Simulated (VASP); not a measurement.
Band structure of CaC6 (sg166). Calculation: PBE GGA, VASP's PBE PAW potentials (set 64) (plane waves; VASP).

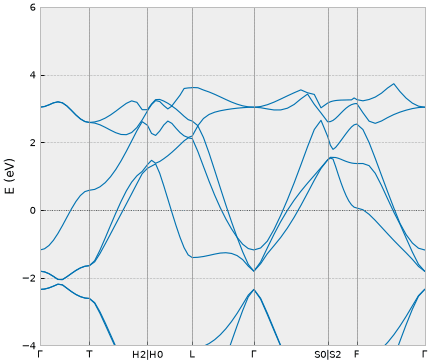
Figure. Bands along high-symmetry lines, zero at the valence-band maximum or, without a gap, the Fermi level

Read the plot: is there a gap, and where are the band edges?

It has no gap at this level: it comes out as a metal or semimetal. (Edges off the drawn lines would not show.)

The compound is CaC6 in the sg166 structure. It was relaxed first.
